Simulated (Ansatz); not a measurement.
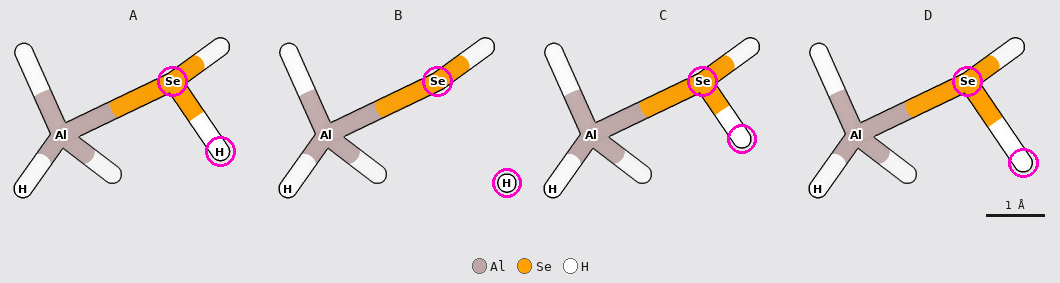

A scan of AlH5Se: one Se–H bond length is varied, with the rest of the molecule carried along rigidly. A stick model, seen at a tilt. The ringed atoms are those of the scanned coordinate.

Single-point energies from Ansatz with CCSD(T) in the def2-TZVPP basis, on geometries moved rigidly from the minimum at PBE0-D4/def2-TZVP. Coupled cluster with a frozen core. Energies are counted from the PBE0-D4/def2-TZVP minimum geometry at the same level.

Question: Order these geometries by energy, lowest first.

Answer: Lowest first: A (the distance 1.469 Å, 0.000 eV), D (the distance 1.707 Å, 0.448 eV), C (the distance 1.205 Å, 1.159 eV), B (the distance 2.130 Å, 1.870 eV). Over the whole scan: of the computed points the lowest is at the distance 1.463 Å, 0.000 eV. At the ends of the scan the energy is 1.159 eV (1.205 Å) and 1.870 eV (2.130 Å). The curvature at the lowest point is about 23 eV/Å² (3.6 mdyn/Å). The well is steeper on the short side, as for any bond. At 1.983 Å to 2.130 Å the mean-field solution behind CCSD(T) isn't stable (a lower one of broken symmetry exists), so those energies are less reliable.
